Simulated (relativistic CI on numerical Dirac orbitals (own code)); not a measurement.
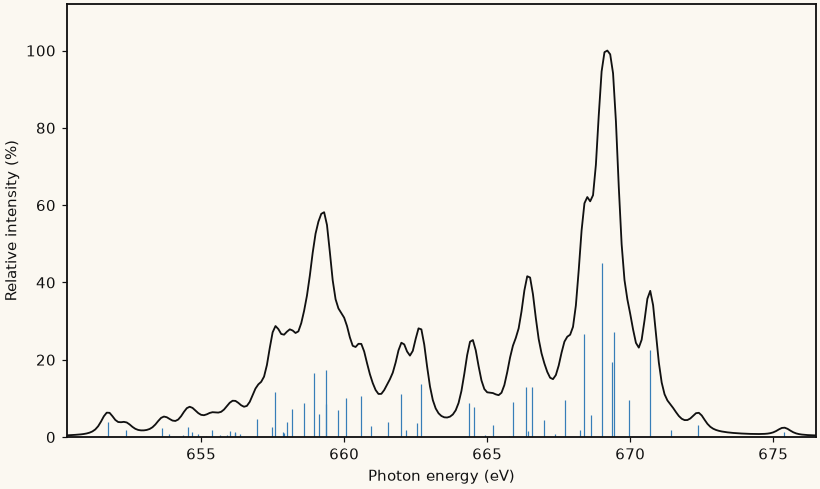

Computed core-level spectrum (absorption) of an ion of charge +6 in a field of Td symmetry with 10Dq = −22,300 cm⁻¹. Sticks are the strongest transitions, on a scale of their own. Multiplet model: relativistic Dirac–Coulomb–Breit theory, one configuration a step, Slater integrals scaled by 0.9, 10 K, Voigt broadening (Lorentzian 0.4 eV, Gaussian 0.3 eV full widths), computed with a radial Dirac CI code.

Which element and which edge or line is it?

L₂,₃ X-ray absorption of Mn⁶⁺, initial configuration [Ar] 3d. The main maxima lie at 656.1 eV (9), 657.6 eV (29), 658.1 eV (28), 659.3 eV (58), 660.5 eV (24), 662.0 eV (24), 662.6 eV (28), 664.5 eV (25), 666.4 eV (42), 668.5 eV (62), 669.2 eV (100) and 670.7 eV (38), heights in % of the largest; the centroid is at 664.4 eV. The ground state has S = 0.50.

Known limits: free-ion energies, so absolute edge positions are off by a few eV from solids.
